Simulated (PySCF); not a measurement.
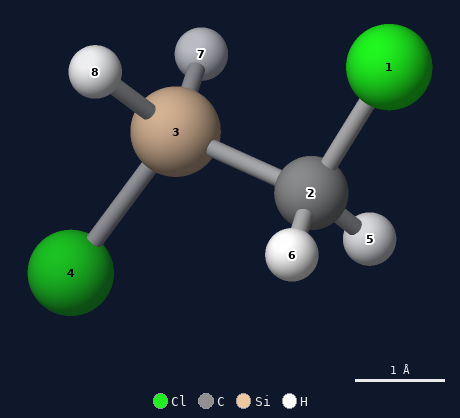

This is the input geometry for a relaxation of CH₄Cl₂Si. The picture is a ball-and-stick view, seen at a tilt.

The start comes from GFN2-xTB. Its atoms were then displaced at random by about 0.03 Å.

Theory: PySCF, PBE0-D3(BJ)/def2-SVP geometry optimisation, gas phase.

```xyz
8

Cl   -1.9773   -1.0791    0.2173
C    -0.9110    0.3500    0.0727
Si    0.8246   -0.3263   -0.1160
Cl    2.2144    1.2738   -0.2312
H    -1.2154    0.9311   -0.8137
H    -1.0494    0.9840    0.9651
H     1.0143   -1.1169   -1.3096
H     1.2562   -1.0834    1.0826
```

Q: Where does the relaxation end?

A: The largest move after the best rigid fit is that of Cl4, 0.056 Å. By element the largest moves are Cl 0.056 Å, H 0.053 Å, Si 0.049 Å, C 0.023 Å. Near-neighbour distances that change, for instance: Si3–Cl4 2.123 → 2.074 Å, Si3–H7 1.444 → 1.487 Å, C2–Si3 1.872 → 1.883 Å, Si3–H8 1.482 → 1.486 Å. Bond angles that change, for instance: Cl4–Si3–H8 103.8° → 108.8°, C2–Si3–H7 113.8° → 109.5°, Cl4–Si3–H7 106.4° → 108.9°. After 3 geometry steps the energy has fallen by 1.55 kcal/mol. Cost: 9.7 s on 1 thread of Arm Neoverse V1 (shared host).

Final geometry:

```xyz
8

Cl   -1.9614   -1.0793    0.2102
C    -0.8887    0.3498    0.0665
Si    0.8667   -0.3116   -0.0964
Cl    2.1648    1.2995   -0.2397
H    -1.1994    0.9308   -0.8134
H    -1.0191    0.9751    0.9611
H     0.9768   -1.1288   -1.3333
H     1.2164   -1.1023    1.1121
```

After the run, drawn alike:

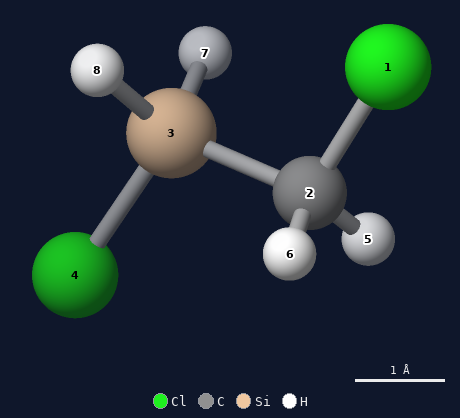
